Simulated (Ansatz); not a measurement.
# Profile along the Al–Al line in Al (fcc, Cu type)

Al (fcc, Cu type)

Space group Fm-3m (No. 225); a = b = c = 4.0406 Å, α = β = γ = 90.00°

| atom | site | symmetry | x | y | z |
|---|---|---|---|---|---|
| Al | 4a | m-3m | 0.0000 | 0.0000 | 0.0000 |
(The calculation used a cell of 1 atom; values per cell refer to that cell.)

Fields along a shortest Al–Al line of a {110} plane (2.86 Å), from Al to Al, interpolated on the slice's grid (step about 0.2 Å). The numbers are results of PBE (plane waves to 420 eV, PAW, scalar-relativistic; Ansatz, an electronic-structure program), not measurements. k mesh 20×20×20. Near the nuclei the fields are pseudised (PAW); where an atom keeps semicore shells as valence, they peak there. Al was relaxed with its symmetry unable to fall.

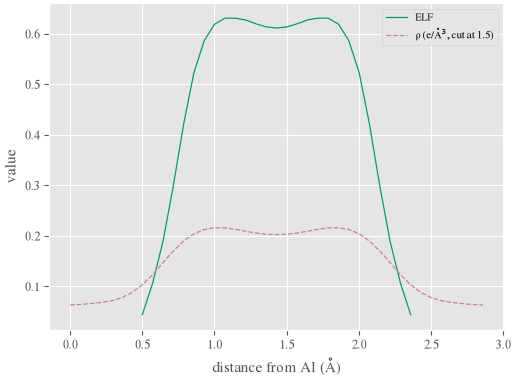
ELF (away from the nuclei) and valence density from Al to Al.

Density on the Al–Al line (2.86 Å) at its midpoint: 0.20 e/Å³. ELF at that point: 0.6. ELF maximum in the middle third of the Al–Al line: 0.63, 1.1 Å from Al.
